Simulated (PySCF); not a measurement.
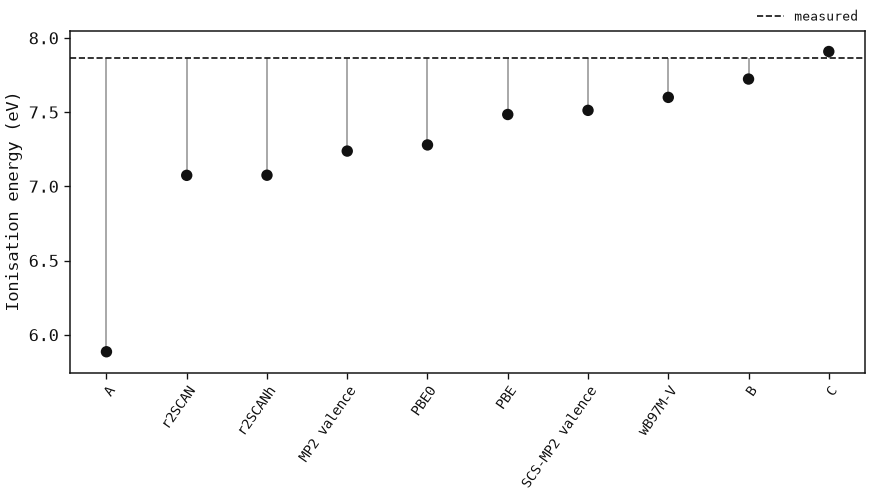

The ionisation energy of neutral tungsten ([Xe] 4f¹⁴ 5d⁴ 6s² → [Xe] 4f¹⁴ 5d⁴ 6s) by several methods, in rising order. PySCF, aug-cc-pVTZ-PP plus 1 diffuse shell for each l with a 60-electron core potential, unrestricted single determinants, no spin-orbit coupling. Methods marked “valence” freeze 8 core electrons. The lettered entries are BP86, HF and LDA in some order.

Match the letters to the methods.

A is HF (5.89 eV); B is BP86 (7.72 eV); C is LDA (7.91 eV). The values run from 5.89 eV (HF) to 7.91 eV (LDA). The measured value is 7.86 eV; nearest to it come LDA (+0.04) and BP86 (−0.14), furthest HF (−1.98 eV).

Caveat: spin-orbit shift not estimated.
